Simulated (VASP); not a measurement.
Band structure of BaSn₂ (space group P-3m1). Computed with PBEsol GGA, VASP's PBE PAW potentials (set 64) (plane waves; VASP).

Unless said otherwise, spin-orbit coupling is left out, though it shifts the bands of the heavy elements here.

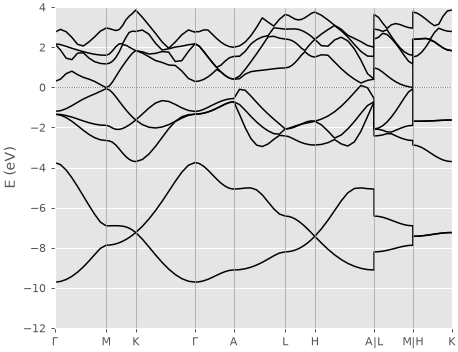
*Bands along high-symmetry lines, zero at the valence-band maximum or, without a gap, the Fermi level*

**Question.** Read the plot: is there a gap, and where are the band edges?

**Answer.** It has no gap at this level: it comes out as a metal or semimetal. (Edges off the drawn lines would not show.)

The structure comes from a computed database's BaSn2 entry (P-3m1); how it stands against other phases isn't given here. It was relaxed first.
